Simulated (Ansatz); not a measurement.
# CuF (fluorocopper): BLYP/STO-3G

Aim: the energy change on altering one bond length of CuF (fluorocopper) at BLYP/STO-3G, from 2 runs. 

The calculation is run with Ansatz 0.2.0.

83 further runs of the same task are left out: 47 that didn't finish, 36 set aside as unsound or not needed.

### 1 The structure to begin with

CuF has 2 atoms, charge 0, and is taken as a singlet. As SMILES, `[F][Cu]`. The coordinates come from a PBE0-D4/def2-TZVP relaxation.

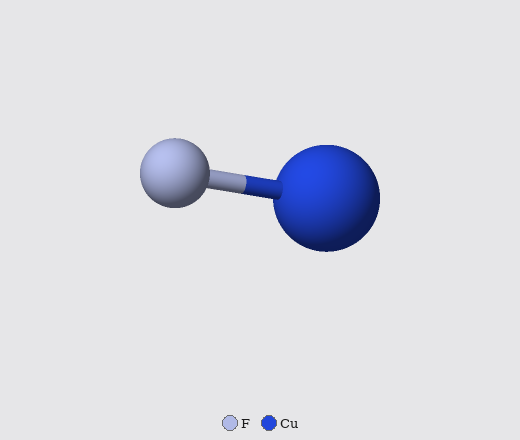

The structure, seen from a chosen angle (fluorine light blue, copper blue).

### 2 A single-point energy at BLYP/STO-3G

in.yaml

```yaml
crystal:
  periodic: [false, false, false]
  atoms:
    - {symbol: F, position_ang: [0.751010, -0.268940, 0.377080]}
    - {symbol: Cu, position_ang: [-0.751010, 0.268940, -0.377080]}
basis:
  gaussian:
    orbitals: STO-3G
hamiltonian:
  xc: {name: BLYP}
accuracy: high
```

Launch:

```console
$ ansatz run in.yaml --threads 1 --pin off --max-ram 3480MiB --events-out events.jsonl --progress --plain --runs-dir runs
```

The log of the run:

```text
Warning: RAYON_NUM_THREADS=1 ignored (pool sized by the plan → 1); use --threads N
Functional definition: BLYP
  name "BLYP"
  parameter beta = 0.0042
  parameter a = 0.04918
  parameter b = 0.132
  parameter c = 0.2533
  parameter d = 0.349
  exchange = b88_x(beta = beta)
  correlation = lyp_c(a = a, b = b, c = c, d = d)
300 factors; integrals over basis functions are off by at most 4.1e-8 eV
mean field evaluation 1: about -46479.9946 eV, gradient 5.9e1 eV
mean field evaluation 2: about -46346.4967 eV, gradient 2.5e2 eV
mean field evaluation 4: about -46429.4954 eV, gradient 2.0e2 eV
mean field evaluation 8: about -46787.5108 eV, gradient 3.5e1 eV
mean field evaluation 16: about -46798.6110 eV, gradient 1.6e1 eV
mean field evaluation 32: about -46799.3258 eV, gradient 2.0e-6 eV
mean field evaluation 64: about -46798.6414 eV, gradient 1.2e-1 eV
mean field evaluation 96: about -46798.5509 eV, gradient 2.4e0 eV
mean field evaluation 128: about -46799.2831 eV, gradient 1.8e-1 eV
mean field evaluation 160: about -46799.1066 eV, gradient 6.9e0 eV
mean field evaluation 192: about -46799.2881 eV, gradient 1.1e-1 eV
mean field evaluation 224: about -46799.3209 eV, gradient 2.7e0 eV
mean field evaluation 256: about -46793.2910 eV, gradient 4.0e0 eV
mean field evaluation 288: about -46758.4057 eV, gradient 7.6e1 eV
mean field -46799.32580171 eV, -1719.8435014904 hartree, gradient 6.3e-8 eV, S^2 0.000000; 13 other end points of the search recorded, 0 dependent functions left out
reference -46799.32583346 eV, -1719.8435026573 hartree; 19, 19 occupied and 4, 4 virtual orbitals, 300 factors
Total energy: -46799.32583346 eV, -1719.8435026573 hartree
```

Wall time 4.8 s (1 thread of AMD EPYC 9R45 (Zen 5), shared host).

### 3 The distorted shape at the same level

run.yaml

```yaml
crystal:
  periodic: [false, false, false]
  atoms:
    - {symbol: F, position_ang: [1.126545, -0.403421, 0.565635]}
    - {symbol: Cu, position_ang: [-0.751010, 0.268940, -0.377080]}
basis:
  gaussian: {orbitals: STO-3G}
hamiltonian: {xc: {name: BLYP}}
accuracy: high
```

Launch:

```console
$ ansatz run run.yaml --threads 1 --pin off --max-ram 3480MiB --events-out events.jsonl --progress --plain --runs-dir runs
```

The log of the run, shortened:

```text
Warning: RAYON_NUM_THREADS=1 ignored (pool sized by the plan → 1); use --threads N
[... 2 set-up lines as earlier in the session ...]
[...]
287 factors; integrals over basis functions are off by at most 3.4e-8 eV
[...]
mean field -46797.38491658 eV, -1719.7721752776 hartree, gradient 4.1e-8 eV, S^2 0.000000; 6 other end points of the search recorded, 0 dependent functions left out
reference -46797.38494845 eV, -1719.7721764486 hartree; 19, 19 occupied and 4, 4 virtual orbitals, 287 factors
Total energy: -46797.38494845 eV, -1719.7721764486 hartree
```

It took 6 s on 1 thread of AMD EPYC 9R45 (Zen 5), shared host.

### 4 Results

Level: BLYP/STO-3G.

| quantity | value |
| --- | --- |
| first shape: total energy | -1719.84350 Eh |
| distorted shape: total energy | -1719.77218 Eh |
| energy change with the F1–Cu2 bond stretched from 1.765 to 2.206 Å | 1.941 eV |

What this shows: With the F1–Cu2 bond stretched from 1.765 to 2.206 Å the energy rises by 1.94 eV (187 kJ/mol). The first shape isn't relaxed at this level, so the change isn't measured from a minimum. The minimal basis adds a large error of its own.
